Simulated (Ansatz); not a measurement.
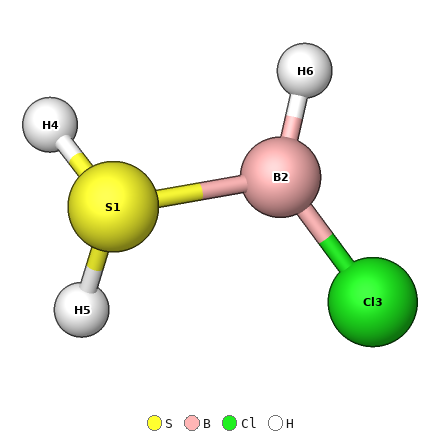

The system is BClH₃S, SMILES [SH2+]BCl, charge +1; the picture shows the reference structure. The first coordinate is: angle Cl3–B2–S1; the second: angle H4–S1–H5. Nothing is relaxed (all other coordinates rigid). The scan uses a 15 × 15 grid. Points are written as (first, second). Energies: eV, counted from the lowest grid point. Level of theory: RKS B3LYP-D4/def2-TZVP (Ansatz 0.2.0).

Its coordinates:

| atom | x (Å) | y (Å) | z (Å) |
| --- | --- | --- | --- |
| S | -0.9096 | 0.1315 | -0.6787 |
| B | 0.4518 | -0.5463 | 0.5369 |
| Cl | 1.9448 | -0.9666 | -0.1170 |
| H | -1.4013 | 1.1287 | 0.0916 |
| H | -0.1547 | 0.9195 | -1.4769 |
| H | 0.0691 | -0.6668 | 1.6441 |

Range: angle Cl3–B2–S1 from 82.7 to 152.7°; angle H4–S1–H5 from 71.3 to 121.3°.

What will the energy surface look like?

Answer. The lowest grid point is at (117.7°, 96.3°). No other kind of well shows on this grid. The highest grid point, (82.7°, 71.3°), lies 2.51 eV above the lowest. Round the minimum the two coordinates are nearly uncoupled.

```
angle H4–S1–H5 ↓, angle Cl3–B2–S1 →  82.7  87.7  92.7  97.7  102.7  107.7  112.7  117.7  122.7  127.7  132.7  137.7  142.7  147.7  152.7
                              121.3  2.34  1.71  1.25  0.92   0.70   0.54   0.46   0.43   0.45   0.52   0.63   0.79   0.99   1.24   1.55
                              117.7  2.22  1.59  1.14  0.81   0.58   0.43   0.35   0.32   0.34   0.41   0.52   0.68   0.88   1.13   1.44
                              114.1  2.13  1.49  1.04  0.71   0.48   0.33   0.25   0.22   0.24   0.31   0.43   0.58   0.79   1.04   1.35
                              110.6  2.05  1.41  0.96  0.63   0.40   0.25   0.17   0.14   0.17   0.24   0.35   0.51   0.71   0.97   1.27
                              107.0  1.99  1.35  0.89  0.57   0.34   0.19   0.11   0.08   0.10   0.17   0.29   0.45   0.65   0.91   1.21
                              103.4  1.95  1.31  0.85  0.52   0.29   0.14   0.06   0.04   0.06   0.13   0.25   0.40   0.61   0.86   1.17
                               99.9  1.92  1.28  0.82  0.49   0.26   0.12   0.04   0.01   0.03   0.10   0.22   0.38   0.58   0.84   1.14
                               96.3  1.92  1.28  0.81  0.48   0.26   0.11   0.03   0.00   0.02   0.10   0.21   0.37   0.58   0.83   1.14
                               92.7  1.94  1.29  0.83  0.49   0.26   0.12   0.03   0.01   0.03   0.11   0.22   0.38   0.59   0.84   1.15
                               89.1  1.98  1.33  0.86  0.52   0.29   0.15   0.06   0.04   0.06   0.13   0.25   0.41   0.62   0.87   1.18
                               85.6  2.04  1.38  0.91  0.57   0.34   0.19   0.11   0.08   0.11   0.18   0.30   0.46   0.66   0.92   1.22
                               82.0  2.13  1.46  0.98  0.64   0.41   0.26   0.18   0.15   0.18   0.25   0.36   0.52   0.73   0.98   1.29
                               78.4  2.23  1.56  1.08  0.73   0.50   0.35   0.26   0.24   0.26   0.33   0.45   0.61   0.82   1.07   1.38
                               74.9  2.36  1.68  1.19  0.84   0.61   0.45   0.37   0.34   0.36   0.43   0.55   0.71   0.92   1.17   1.48
                               71.3  2.51  1.82  1.32  0.97   0.73   0.58   0.49   0.46   0.49   0.56   0.67   0.84   1.04   1.30   1.60
```

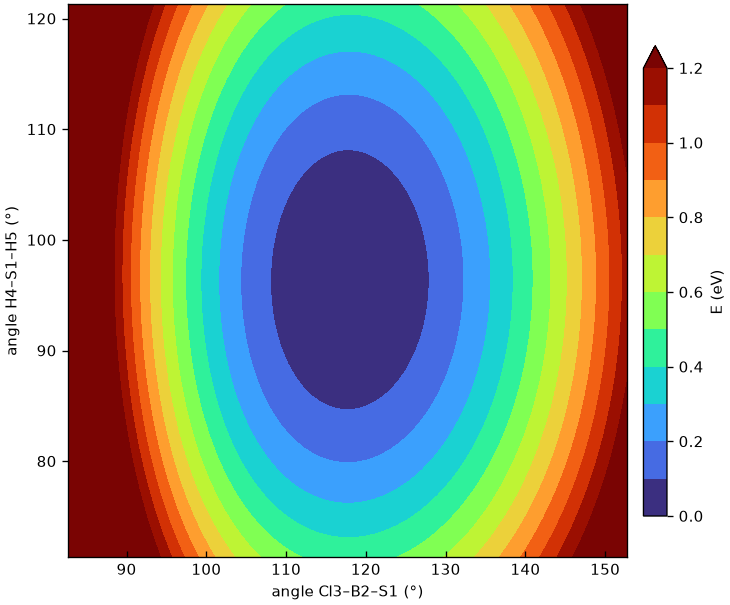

In the figure: filled contours, one colour for all values above the top of the scale. Between grid points the surface is interpolated.

Each point was launched as `ansatz run input.yaml --threads 1 --pin off --max-ram 2560MiB --backend cpu --events-out ev --progress --plain --runs-dir out`. Time for the 225 points that were run: 7.4 min on 1 thread of INTEL(R) XEON(R) PLATINUM 8581C CPU @ 2.30GHz (Emerald Rapids), with other jobs on the host.
